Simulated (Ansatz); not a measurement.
Input

```
crystal:
  periodic: [false, false, false]
  atoms:
    - { symbol: B, position_ang: [-0.068, -2.3231, -0.6572] }
    - { symbol: Al, position_ang: [0.3134, -0.2809, -0.4098] }
    - { symbol: C, position_ang: [1.9754, 0.2662, 0.4749] }
    - { symbol: F, position_ang: [2.1404, 1.6534, 0.562] }
    - { symbol: O, position_ang: [-0.8819, 1.0062, -0.999] }
    - { symbol: C, position_ang: [-1.7846, 1.3243, 0.053] }
    - { symbol: H, position_ang: [-1.1003, -2.5974, -1.1847] }
    - { symbol: H, position_ang: [0.6826, -3.0829, -0.3] }
    - { symbol: H, position_ang: [2.0406, -0.1478, 1.5533] }
    - { symbol: H, position_ang: [2.8756, -0.1096, -0.0718] }
    - { symbol: H, position_ang: [-2.3926, 0.4135, 0.3576] }
    - { symbol: H, position_ang: [-2.4744, 2.0898, -0.2886] }
    - { symbol: H, position_ang: [-1.3058, 1.7535, 0.9251] }
basis:
  gaussian: { orbitals: "6-31G" }
hamiltonian:
  xc: r2scan
relax:
  f_tol: 0.015
  max_steps: 40
output:
  orbitals: {}
```

Launched as:

```sh
ansatz run input.yaml --threads 1 --pin off --max-ram 2048MiB --backend cpu --events-out ev --progress --plain --runs-dir out
```

The fields are those of the relaxed geometry.

Theory: RKS r2SCAN/6-31G in Ansatz 0.2.0.

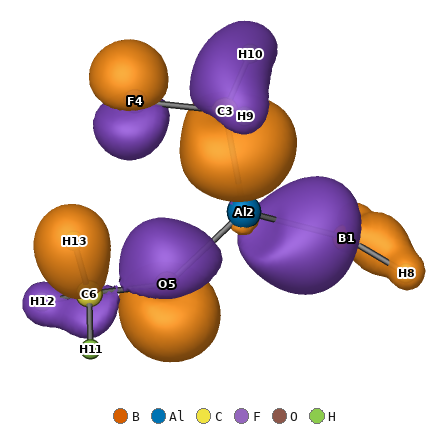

C$_{2}$H$_{7}$AlBFO (SMILES [BH2][Al]([CH2]F)[O]C). One frontier orbital at ±0.1 Å⁻³ᐟ² (orange and purple are the two phases), seen at a tilt.

Which orbital is it: HOMO or LUMO?

Answer. The HOMO, at −5.93 eV. It lies mainly on O5 (about 30 %), C3 (about 20 %), F4 (about 15 %), Al2 (about 10 %) and B1 (about 10 %).
